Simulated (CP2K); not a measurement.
# CH4AlN (SMILES [H]/N=[CH]/[AlH2]): IPEA1-xTB

What is the energy difference between two shapes of CH4AlN at IPEA1-xTB? 

Program for the calculation: CP2K 2026.2.

3 further runs of the same task are left out: 3 set aside as unsound or not needed.

### 1 The structure to begin with

The species is CH4AlN (7 atoms), meant as a singlet with charge 0. As SMILES, `[H]/N=[CH]/[AlH2]`. Geometry: a rough force-field guess.

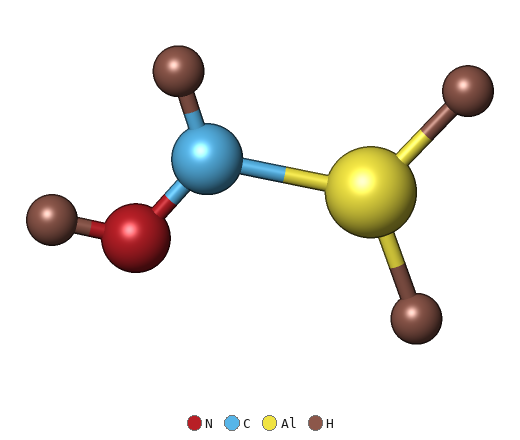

Viewed from a chosen angle; nitrogen red, carbon blue, aluminium yellow, hydrogen brown.

### 2 Energy and gradient at IPEA1-xTB

Contents of job.inp:

```
&FORCE_EVAL
  METHOD QUICKSTEP
  &DFT
    &QS
      METHOD XTB
      EPS_DEFAULT 1.0E-10
      &XTB
        GFN_TYPE TBLITE
        &TBLITE
          METHOD IPEA1
        &END TBLITE
        CHECK_ATOMIC_CHARGES F
      &END XTB
    &END QS
    &POISSON
      PERIODIC NONE
      POISSON_SOLVER ANALYTIC
    &END POISSON
    &SCF
      SCF_GUESS ATOMIC
      EPS_SCF 1.0E-06
      MAX_SCF 150
      ADDED_MOS 8
      &DIAGONALIZATION
        ALGORITHM STANDARD
      &END DIAGONALIZATION
      &MIXING
        METHOD DIRECT_P_MIXING
        ALPHA 0.4
      &END MIXING
    &END SCF
    &PRINT
      &MOMENTS
        PERIODIC F
        REFERENCE COM
        MAX_MOMENT 1
      &END MOMENTS
      &MO ON
        ENERGIES T
        OCCUPATION_NUMBERS T
        NDIGITS 6
        &EACH
          QS_SCF 0
        &END EACH
        ADD_LAST NUMERIC
      &END MO
      &HIRSHFELD OFF
      &END HIRSHFELD
    &END PRINT
  &END DFT
  &SUBSYS
    &CELL
      ABC 14.6 12.1 13.8
      PERIODIC NONE
    &END CELL
    &COORD
      N      5.752950     5.315250     6.611050
      C      6.772050     5.827850     6.075550
      Al     8.191150     6.488050     7.219750
      H      5.013450     5.024550     5.999150
      H      6.892350     5.863050     4.979850
      H      8.062650     6.447450     8.820150
      H      9.586550     7.075450     6.588450
    &END COORD
  &END SUBSYS
  &PRINT
    &FORCES ON
    &END FORCES
  &END PRINT
&END FORCE_EVAL

&GLOBAL
  PROJECT job
  RUN_TYPE ENERGY_FORCE
  PRINT_LEVEL MEDIUM
&END GLOBAL
```

Started as:

```bash
$ OMP_NUM_THREADS=1 cp2k.psmp -i job.inp > job.out 2>&1
```

Log:

```text
CP2K| version string:                                       CP2K version 2026.2
[...]
 GLOBAL| Method name                                                        CP2K
[...]
 GLOBAL| Run type                                                   ENERGY_FORCE
[...]
                             - Atoms:                                          7
[...]
                             - Spherical basis functions:                     27
[...]
 Number of electrons:                                                         16
[...]
  *** SCF run converged in    16 steps ***
[...]
  Fermi energy:                                                -0.28587098680743
[...]
 TB_DIPOLE| Moment [Debye]         -0.48912175      -0.14248591      -1.30154714
 TB_DIPOLE| Derivative [a.u.]       0.00000000       0.00000000       0.00000000
[...]
 ENERGY| Total FORCE_EVAL ( QS ) energy [hartree]             -9.673333672303860
 FORCES| Atomic forces [hartree/bohr]
 FORCES|   Atom     x               y               z               |f|
 FORCES|      1 -2.15091718E-03  5.34571326E-03  2.87417735E-02   2.93136937E-02
 FORCES|      2  3.05427339E-02  8.84680349E-03 -8.21217555E-03   3.28415035E-02
 FORCES|      3  2.01708441E-02  7.13078217E-03  1.90283796E-02   2.86319792E-02
 FORCES|      4 -1.74608480E-02 -1.19733351E-02 -1.80851730E-02   2.78444869E-02
 FORCES|      5 -1.13354925E-02 -1.51903092E-03 -9.03172607E-03   1.45730203E-02
 FORCES|      6  7.83454101E-04  4.00756478E-04 -2.22305759E-02   2.22479867E-02
 FORCES|      7 -2.05497744E-02 -8.23168937E-03  9.78949748E-03   2.42051275E-02
 FORCES| Sum    -1.38777878E-16 -5.20417043E-17 -6.76542156E-17
 FORCES| Total atomic force                                       1.62925539E-16
[...]
```

It took 0.92 s on 1 thread of Intel Xeon Platinum 8488C (Sapphire Rapids), shared host; peak memory 0.19 GiB.

### 3 The distorted shape at the same level

Contents of mol.inp:

```
&FORCE_EVAL
    METHOD Quickstep
    &DFT
        CHARGE 0
        MULTIPLICITY 1
        # Quickstep
        &QS
            METHOD XTB
            EPS_DEFAULT 1.0E-10
            &XTB
                GFN_TYPE TBLITE
                &TBLITE
                    METHOD IPEA1
                &END
                CHECK_ATOMIC_CHARGES F
            &END
        &END
        # isolated system
        &POISSON
            PERIODIC NONE
            POISSON_SOLVER ANALYTIC
        &END
        &SCF
            SCF_GUESS ATOMIC
            EPS_SCF 1.0E-06
            MAX_SCF 150
            ADDED_MOS 8
            &DIAGONALIZATION
                ALGORITHM STANDARD
            &END
            &MIXING
                METHOD DIRECT_P_MIXING
                ALPHA 0.4
            &END
        &END
        # extra output
        &PRINT
            &MOMENTS
                PERIODIC F
                REFERENCE COM
                MAX_MOMENT 1
            &END
            &MO ON
                ENERGIES T
                OCCUPATION_NUMBERS T
                NDIGITS 6
                &EACH
                    QS_SCF 0
                &END
                ADD_LAST NUMERIC
            &END
            &HIRSHFELD OFF
            &END
        &END
    &END
    &SUBSYS
        # vacuum box
        &CELL
            ABC [angstrom] 14.4 12.1 13.8
            PERIODIC NONE
        &END
        &COORD
            N      5.559875     5.315973     6.613133
            C      6.534836     5.766277     6.008398
            Al     8.194087     6.378908     7.052139
            H      4.976051     5.019394     5.980840
            H      6.783092     5.779947     5.015441
            H      7.821468     6.533344     8.784559
            H      9.423949     7.080606     6.567912
        &END
    &END
    &PRINT
        &FORCES ON
        &END
    &END
&END

&GLOBAL
    PROJECT mol
    RUN_TYPE ENERGY_FORCE
    PRINT_LEVEL MEDIUM
&END
```

Started as:

```bash
$ OMP_NUM_THREADS=1 cp2k.psmp -i mol.inp -o mol.out
```

Log:

```text
CP2K| version string:                                       CP2K version 2026.2
[...]
 GLOBAL| Method name                                                        CP2K
[...]
 GLOBAL| Run type                                                   ENERGY_FORCE
[...]
                             - Atoms:                                          7
[...]
                             - Spherical basis functions:                     27
[...]
 Number of electrons:                                                         16
[...]
  *** SCF run converged in    16 steps ***
[...]
  Fermi energy:                                                -0.27995110392113
[...]
 TB_DIPOLE| Moment [Debye]         -0.12906446      -0.42818696      -2.09057295
 TB_DIPOLE| Derivative [a.u.]       0.00000000       0.00000000       0.00000000
[...]
 ENERGY| Total FORCE_EVAL ( QS ) energy [hartree]             -9.621902653903391
 FORCES| Atomic forces [hartree/bohr]
 FORCES|   Atom     x               y               z               |f|
 FORCES|      1  5.22029577E-02  3.08369566E-02  1.18074567E-01   1.32731572E-01
 FORCES|      2  1.20094336E-01  4.52740970E-02  7.02718035E-02   1.46323340E-01
 FORCES|      3 -4.12531440E-02  5.25695557E-03  4.02274337E-02   5.78593458E-02
 FORCES|      4 -1.35417958E-01 -6.65203644E-02 -1.06712236E-01   1.84798495E-01
 FORCES|      5 -1.54006018E-02 -8.92422755E-03 -8.34770679E-02   8.53536246E-02
 FORCES|      6  1.14627750E-02 -5.52132477E-03 -3.59807217E-02   3.81640219E-02
 FORCES|      7  8.31163536E-03 -4.02092425E-04 -2.40377835E-03   8.66158825E-03
 FORCES| Sum    -2.25514052E-17  8.96635197E-17  3.26128013E-16
 FORCES| Total atomic force                                       3.38980226E-16
[...]
```

Wall time 0.92 s (1 thread of Intel Xeon Platinum 8488C (Sapphire Rapids), shared host); peak memory 0.19 GiB.

### 4 Results

Level: IPEA1-xTB.

```
                                                  quantity        value
                                 first shape: total energy  -9.67333 Eh
    first shape: dipole moment (from atomic charges alone)       1.40 D
                                  first shape: HOMO energy    -10.92 eV
                                  first shape: LUMO energy     -6.88 eV
                                first shape: HOMO–LUMO gap      4.03 eV
                     first shape: largest force on an atom   1.689 eV/Å
                             distorted shape: total energy  -9.62190 Eh
distorted shape: dipole moment (from atomic charges alone)       2.14 D
                              distorted shape: HOMO energy    -10.52 eV
                              distorted shape: LUMO energy     -6.72 eV
                            distorted shape: HOMO–LUMO gap      3.80 eV
                 distorted shape: largest force on an atom   9.503 eV/Å
                    energy change with the atoms displaced     1.400 eV
```

**Reading.** With the atoms displaced the energy rises by 1.40 eV (32 kcal/mol). The first shape isn't relaxed at this level, so the change isn't measured from a minimum. The largest force (first shape) is 1.69 eV/Å: the shape isn't a stationary point for this species at this level. The dipole (first shape) comes from point charges on the atoms alone, without atomic dipoles, so it is partial. The dipole (distorted shape) comes from point charges on the atoms alone, without atomic dipoles, so it is partial.
